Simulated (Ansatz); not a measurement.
**SiH2F2: a line through the functionals**

SiH2F2: 5 atoms, total charge 0, spin state singlet. As SMILES, `F[SiH2]F`. The shape is that of a PBE0-D4/def2-TZVP optimisation.

The vertical ionisation energy (to the doublet cation) y, in eV, basis aug-cc-pVDZ; a is the functional's share of exact exchange. Programs: Ansatz 0.2.0.

```
functional  program     a  y (eV)
       PBE   Ansatz     0   12.13
      BLYP   Ansatz     0   12.07
     B3LYP   Ansatz   0.2       ?
   r2SCAN0   Ansatz  0.25   12.71
      PBE0   Ansatz  0.25   12.61
     BHLYP   Ansatz   0.5   12.96
```

**Question.** Fit y = c + s·a to the known rows and predict B3LYP.

**Answer.** 
1. Means of the 5 rows: a = 0.2000, y = 12.496.
2. Σ(Δa)² = 0.175, Σ(Δa·Δy) = 0.314, so the slope is 0.314/0.175 = 1.7943.
3. Intercept: 12.496 − (1.7943) × 0.2000 = 12.137. The largest residual of the fit is 0.12.
4. B3LYP: 12.137 + (1.7943) × 0.2 = 12.50 eV.

The run gave 12.63 eV, so the prediction is off by -0.13 eV, about the largest residual.

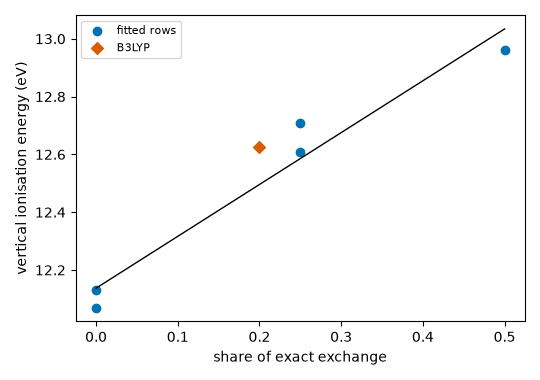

The fitted line, with the withheld row.
